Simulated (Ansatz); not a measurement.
# Si2NH7 (SMILES [SiH3]N[SiH3]) at 6 levels

We compute a comparison of 6 runs (HF/STO-3G, HF/3-21G, HF/def2-TZVP, HF/cc-pVTZ, PBE/6-31G**, PBE0/6-311+G**) of Si2NH7. 

Program for the calculation: Ansatz 0.2.0.

8 further runs of the same task are left out: 2 for a known fault of the program, 1 that didn't finish, 5 set aside as unsound or not needed. Runs told in other sessions of the task aren't counted.

## Step 1: The structure to begin with

The species is Si2NH7 (10 atoms), meant as a singlet with charge 0. As SMILES, `[SiH3]N[SiH3]`. The coordinates come from a PBE0-D4/def2-TZVP relaxation.

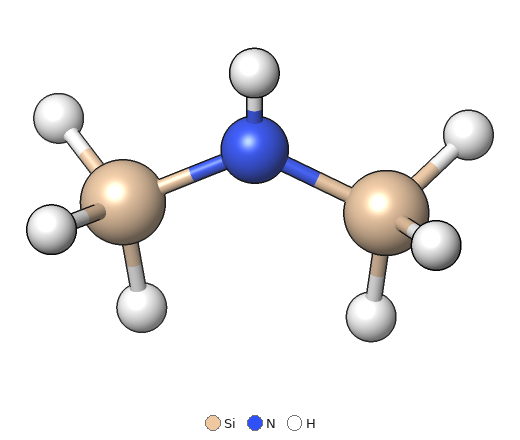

Viewed from a chosen angle; silicon light orange, nitrogen blue, hydrogen white.

## Step 2: Energy and forces at HF/STO-3G (run 1)

in.yaml reads:

```yaml
crystal:
  periodic: [false, false, false]
  atoms:
    - {symbol: Si, position_ang: [-1.042800, 0.758390, -0.879990]}
    - {symbol: "N", position_ang: [0.119990, 0.500410, 0.368670]}
    - {symbol: Si, position_ang: [0.995830, -0.935260, 0.755390]}
    - {symbol: H, position_ang: [-1.373610, -0.567260, -1.458240]}
    - {symbol: H, position_ang: [-0.532280, 1.645360, -1.962590]}
    - {symbol: H, position_ang: [-2.274280, 1.393560, -0.336440]}
    - {symbol: H, position_ang: [0.361990, 1.317290, 0.912940]}
    - {symbol: H, position_ang: [0.403090, -2.042290, -0.034740]}
    - {symbol: H, position_ang: [0.897240, -1.243020, 2.208320]}
    - {symbol: H, position_ang: [2.444830, -0.827180, 0.426680]}
basis:
  gaussian: {orbitals: STO-3G}
accuracy: high
hamiltonian: {xc: hf}
output: {forces: true, orbitals: {seedname: orbitals}}
```

The run is started by

```sh
$ ansatz run in.yaml --threads 1 --pin off --max-ram 3480MiB --events-out events.jsonl --progress --plain --runs-dir runs
```

The program printed:

```text
Warning: RAYON_NUM_THREADS=1 ignored (pool sized by the plan → 1); use --threads N
Functional definition: HF
  name "HF"
  exchange = exact_x
  correlation = 0
590 factors; integrals over basis functions are off by at most 7.2e-9 eV
mean field evaluation 1: about -17116.1488 eV, gradient 1.7e1 eV
mean field evaluation 2: about -17116.1920 eV, gradient 1.7e1 eV
mean field evaluation 4: about -17117.1577 eV, gradient 1.0e0 eV
mean field evaluation 8: about -17117.1621 eV, gradient 7.2e-7 eV
mean field -17117.16213251 eV, -629.0441059405 hartree, gradient 5.4e-8 eV, S^2 0.000000; 0 other end points of the search recorded, 0 dependent functions left out
the calculation of the forces begins
reference -17117.16213251 eV, -629.0441059405 hartree; 21, 21 occupied and 9, 9 virtual orbitals, 590 factors
Total energy: -17117.16213251 eV, -629.0441059405 hartree
Atom 0 at    -1.042800     0.758390    -0.879990 Å, force    -1.033439     0.182771    -1.045701 eV/Å
Atom 1 at     0.119990     0.500410     0.368670 Å, force    -0.037162    -0.256876    -0.219703 eV/Å
Atom 2 at     0.995830    -0.935260     0.755390 Å, force     0.701233    -1.258222     0.345580 eV/Å
Atom 3 at    -1.373610    -0.567260    -1.458240 Å, force     0.306133     1.517286     0.587746 eV/Å
Atom 4 at    -0.532280     1.645360    -1.962590 Å, force    -0.535313    -1.013587     1.228001 eV/Å
Atom 5 at    -2.274280     1.393560    -0.336440 Å, force     1.377456    -0.732641    -0.609767 eV/Å
Atom 6 at     0.361990     1.317290     0.912940 Å, force     0.048855     0.148421     0.093088 eV/Å
Atom 7 at     0.403090    -2.042290    -0.034740 Å, force     0.719101     1.173151     0.920972 eV/Å
Atom 8 at     0.897240    -1.243020     2.208320 Å, force     0.095592     0.334296    -1.638627 eV/Å
Atom 9 at     2.444830    -0.827180     0.426680 Å, force    -1.642457    -0.094598     0.338412 eV/Å
Dipole moment:     0.030149     0.070986     0.035934 e Å
```

It took 0.58 s on 1 thread of Arm Neoverse V2, shared host; peak memory 0.27 GiB.

## Step 3: Energy and forces at HF/3-21G (run 2)

job.yaml reads:

```yaml
crystal:
  periodic: [false, false, false]
  atoms:
    - {symbol: Si, position_ang: [-1.042800, 0.758390, -0.879990]}
    - {symbol: N, position_ang: [0.119990, 0.500410, 0.368670]}
    - {symbol: Si, position_ang: [0.995830, -0.935260, 0.755390]}
    - {symbol: H, position_ang: [-1.373610, -0.567260, -1.458240]}
    - {symbol: H, position_ang: [-0.532280, 1.645360, -1.962590]}
    - {symbol: H, position_ang: [-2.274280, 1.393560, -0.336440]}
    - {symbol: H, position_ang: [0.361990, 1.317290, 0.912940]}
    - {symbol: H, position_ang: [0.403090, -2.042290, -0.034740]}
    - {symbol: H, position_ang: [0.897240, -1.243020, 2.208320]}
    - {symbol: H, position_ang: [2.444830, -0.827180, 0.426680]}
basis:
  gaussian: {orbitals: 3-21G.json}
hamiltonian: {xc: hf}
accuracy: high
output: {forces: true, orbitals: {seedname: orbitals}}
```

The basis set 3-21G is read from a file made from the Basis Set Exchange's data (not shown).

The run is started by

```sh
$ ansatz run job.yaml --threads 1 --pin off --max-ram 3480MiB --events-out events.jsonl --progress --plain --runs-dir runs
```

The program printed:

```text
Warning: RAYON_NUM_THREADS=1 ignored (pool sized by the plan → 1); use --threads N
[... 4 set-up lines as earlier in the session ...]
1176 factors; integrals over basis functions are off by at most 3.8e-9 eV
mean field evaluation 1: about -17223.5212 eV, gradient 2.7e1 eV
mean field evaluation 2: about -17223.8465 eV, gradient 2.7e1 eV
mean field evaluation 4: about -17225.5051 eV, gradient 2.1e0 eV
mean field evaluation 8: about -17225.5259 eV, gradient 1.7e-4 eV
mean field -17225.52591964 eV, -633.0264016659 hartree, gradient 2.2e-8 eV, S^2 0.000000; 0 other end points of the search recorded, 0 dependent functions left out
the calculation of the forces begins
reference -17225.52591964 eV, -633.0264016659 hartree; 21, 21 occupied and 28, 28 virtual orbitals, 1176 factors
Total energy: -17225.52591964 eV, -633.0264016659 hartree
Atom 0 at    -1.042800     0.758390    -0.879990 Å, force    -0.569283     0.281969    -0.512169 eV/Å
Atom 1 at     0.119990     0.500410     0.368670 Å, force     0.258380     0.706380     0.409485 eV/Å
Atom 2 at     0.995830    -0.935260     0.755390 Å, force     0.471135    -0.582504     0.323036 eV/Å
Atom 3 at    -1.373610    -0.567260    -1.458240 Å, force    -0.069684     0.015122    -0.065973 eV/Å
Atom 4 at    -0.532280     1.645360    -1.962590 Å, force    -0.044426    -0.006935    -0.081422 eV/Å
Atom 5 at    -2.274280     1.393560    -0.336440 Å, force    -0.079574    -0.011802    -0.058980 eV/Å
Atom 6 at     0.361990     1.317290     0.912940 Å, force    -0.078399    -0.145024    -0.052242 eV/Å
Atom 7 at     0.403090    -2.042290    -0.034740 Å, force     0.046219    -0.081070     0.026923 eV/Å
Atom 8 at     0.897240    -1.243020     2.208320 Å, force     0.020750    -0.095162     0.021451 eV/Å
Atom 9 at     2.444830    -0.827180     0.426680 Å, force     0.044882    -0.080974    -0.010109 eV/Å
Dipole moment:     0.048635     0.147025     0.091641 e Å
```

It took 0.88 s on 1 thread of Arm Neoverse V2, shared host; peak memory 0.27 GiB.

Runs 3 to 4 aren't shown in full; the table further down has their settings and results.

## Step 4: Energy and gradient at PBE/6-31G(d,p) (spherical functions) (run 5)

Edit job.yaml of step 3 so:

```diff
@@ -14,4 +14,6 @@
 basis:
-  gaussian: {orbitals: 3-21G.json}
-hamiltonian: {xc: hf}
+  gaussian:
+    orbitals: 6-31G_st__st_-spherical.json
+hamiltonian:
+  xc: {name: PBE}
 accuracy: high
```

The basis set 6-31G** is read from a file made from the Basis Set Exchange's data (not shown).

The run is started by

```sh
$ ansatz run job.yaml --threads 1 --pin off --max-ram 3480MiB --events-out events.jsonl --progress --plain --runs-dir runs
```

The program printed:

```text
Warning: RAYON_NUM_THREADS=1 ignored (pool sized by the plan → 1); use --threads N
Functional definition: PBE
  name "PBE"
  parameter kappa = 0.804
  parameter beta = 0.06672455060314922
  exchange = pbe_x(kappa = kappa, mu = beta*pi^2/3)
  correlation = pbe_c(beta = beta)
1966 factors; integrals over basis functions are off by at most 5.2e-9 eV
mean field evaluation 1: about -17340.6319 eV, gradient 6.1e1 eV
mean field evaluation 2: about -17309.9971 eV, gradient 1.2e2 eV
mean field evaluation 4: about -17348.4226 eV, gradient 2.9e0 eV
mean field evaluation 8: about -17348.4508 eV, gradient 2.7e-2 eV
mean field evaluation 16: about -17348.4508 eV, gradient 1.3e-6 eV
mean field -17348.45078968 eV, -637.5438073184 hartree, gradient 2.7e-8 eV, S^2 0.000000; 0 other end points of the search recorded, 0 dependent functions left out
the calculation of the forces begins
reference -17348.45079380 eV, -637.5438074700 hartree; 21, 21 occupied and 64, 64 virtual orbitals, 1966 factors
Total energy: -17348.45079380 eV, -637.5438074700 hartree
Atom 0 at    -1.042800     0.758390    -0.879990 Å, force    -0.215695     0.088450    -0.251262 eV/Å
Atom 1 at     0.119990     0.500410     0.368670 Å, force    -0.036043     0.033130     0.079308 eV/Å
Atom 2 at     0.995830    -0.935260     0.755390 Å, force     0.204637    -0.260847     0.086305 eV/Å
Atom 3 at    -1.373610    -0.567260    -1.458240 Å, force    -0.061966    -0.211416    -0.101195 eV/Å
Atom 4 at    -0.532280     1.645360    -1.962590 Å, force     0.043848     0.156176    -0.222985 eV/Å
Atom 5 at    -2.274280     1.393560    -0.336440 Å, force    -0.235833     0.114139     0.060295 eV/Å
Atom 6 at     0.361990     1.317290     0.912940 Å, force     0.113883     0.387794     0.259757 eV/Å
Atom 7 at     0.403090    -2.042290    -0.034740 Å, force    -0.089671    -0.188190    -0.123675 eV/Å
Atom 8 at     0.897240    -1.243020     2.208320 Å, force     0.005908    -0.087017     0.254326 eV/Å
Atom 9 at     2.444830    -0.827180     0.426680 Å, force     0.270932    -0.032220    -0.040874 eV/Å
Dipole moment:     0.044684     0.152766     0.102522 e Å
```

Run time: 7.2 s. Hardware: 1 thread of Arm Neoverse V2, shared host; peak memory 0.27 GiB.

## Step 5: Energy and forces at PBE0/6-311+G(d,p) (run 6)

run.yaml reads:

```yaml
crystal:
  periodic: [false, false, false]
  atoms:
    - {symbol: Si, position_ang: [-1.042800, 0.758390, -0.879990]}
    - {symbol: "N", position_ang: [0.119990, 0.500410, 0.368670]}
    - {symbol: Si, position_ang: [0.995830, -0.935260, 0.755390]}
    - {symbol: H, position_ang: [-1.373610, -0.567260, -1.458240]}
    - {symbol: H, position_ang: [-0.532280, 1.645360, -1.962590]}
    - {symbol: H, position_ang: [-2.274280, 1.393560, -0.336440]}
    - {symbol: H, position_ang: [0.361990, 1.317290, 0.912940]}
    - {symbol: H, position_ang: [0.403090, -2.042290, -0.034740]}
    - {symbol: H, position_ang: [0.897240, -1.243020, 2.208320]}
    - {symbol: H, position_ang: [2.444830, -0.827180, 0.426680]}
basis:
  gaussian:
    orbitals: 6-311+G_st__st_-spherical.json
accuracy: high
magnetization:
  spin_polarized: false
output:
  forces: true
  orbitals: {seedname: orbitals}
hamiltonian:
  xc: pbe0
```

The basis set 6-311+G** is read from a file made from the Basis Set Exchange's data (not shown).

The run is started by

```sh
$ ansatz run run.yaml --threads 1 --pin off --max-ram 3480MiB --events-out events.jsonl --progress --plain --runs-dir runs
```

The program printed:

```text
Warning: RAYON_NUM_THREADS=1 ignored (pool sized by the plan → 1); use --threads N
Functional definition: PBE0
  name "PBE0"
  parameter a = 0.25
[... 2 set-up lines as earlier in the session ...]
  exchange = (1 - a)*pbe_x(kappa = kappa, mu = beta*pi^2/3) + a*exact_x
[... 1 set-up line as earlier in the session ...]
2384 factors; integrals over basis functions are off by at most 4.4e-9 eV
mean field evaluation 1: about -17345.4265 eV, gradient 6.0e1 eV
mean field evaluation 2: about -17333.1399 eV, gradient 9.0e1 eV
mean field evaluation 4: about -17352.2130 eV, gradient 1.0e0 eV
mean field evaluation 8: about -17352.3489 eV, gradient 4.3e-2 eV
mean field evaluation 16: about -17352.3489 eV, gradient 1.1e-6 eV
mean field -17352.34888475 eV, -637.6870596700 hartree, gradient 8.5e-8 eV, S^2 0.000000; 0 other end points of the search recorded, 0 dependent functions left out
the calculation of the forces begins
reference -17352.34889014 eV, -637.6870598680 hartree; 21, 21 occupied and 103, 103 virtual orbitals, 2384 factors
Total energy: -17352.34889014 eV, -637.6870598680 hartree
Atom 0 at    -1.042800     0.758390    -0.879990 Å, force    -0.186661     0.093413    -0.172340 eV/Å
Atom 1 at     0.119990     0.500410     0.368670 Å, force     0.034403     0.118885     0.080295 eV/Å
Atom 2 at     0.995830    -0.935260     0.755390 Å, force     0.158137    -0.193059     0.104468 eV/Å
Atom 3 at    -1.373610    -0.567260    -1.458240 Å, force    -0.011469    -0.052639    -0.022668 eV/Å
Atom 4 at    -0.532280     1.645360    -1.962590 Å, force     0.017430     0.028633    -0.048018 eV/Å
Atom 5 at    -2.274280     1.393560    -0.336440 Å, force    -0.048693     0.020611     0.016201 eV/Å
Atom 6 at     0.361990     1.317290     0.912940 Å, force     0.007798     0.047052     0.039142 eV/Å
Atom 7 at     0.403090    -2.042290    -0.034740 Å, force    -0.023476    -0.042567    -0.032372 eV/Å
Atom 8 at     0.897240    -1.243020     2.208320 Å, force    -0.003514    -0.017024     0.052502 eV/Å
Atom 9 at     2.444830    -0.827180     0.426680 Å, force     0.056045    -0.003306    -0.017210 eV/Å
Dipole moment:     0.040260     0.133967     0.088565 e Å
```

Wall time 14 s (1 thread of Arm Neoverse V2, shared host); peak memory 0.44 GiB.

## Step 6: The series

| run | level | energy (Eh) | dipole moment (D) | HOMO energy (eV) | LUMO energy (eV) | wall time |
| --- | --- | --- | --- | --- | --- | --- |
| 1 | HF/STO-3G | -629.044106 | 0.41 | -7.54 | 12.34 | 0.58 s |
| 2 | HF/3-21G | -633.026402 | 0.86 | -10.36 | 4.15 | 0.88 s |
| 3 | HF/def2-TZVP | -636.480980 | 0.97 | -10.79 | 2.83 | 13 s |
| 4 | HF/cc-pVTZ | -636.482915 | 0.94 | -10.76 | 3.13 | 26 s |
| 5 | PBE/6-31G** (spherical functions) | -637.543807 | 0.91 | -5.91 | -0.50 | 7.2 s |
| 6 | PBE0/6-311+G** | -637.687060 | 0.80 | -7.47 | -0.35 | 14 s |

## Step 7: What came out

| quantity | value |
| --- | --- |
| run 6: total energy | -637.68706 Eh |
| run 6: dipole moment | 0.80 D |
| run 6: HOMO energy | -7.47 eV |
| run 6: LUMO energy | -0.35 eV |
| run 6: HOMO–LUMO gap | 7.12 eV |
| run 6: largest force on an atom | 0.271 eV/Å |

The dipole moment (its size) runs from 0.41 D (HF/STO-3G) to 0.97 D (HF/def2-TZVP). The HOMO–LUMO gap runs from 5.41 eV (PBE/6-31G**) to 19.89 eV (HF/STO-3G). The two ends differ in method and basis. Totals of different functionals can't be ranked against each other. In run 1 the basis is minimal, so the values are rough. All runs together took 61 s, the longest 26 s.
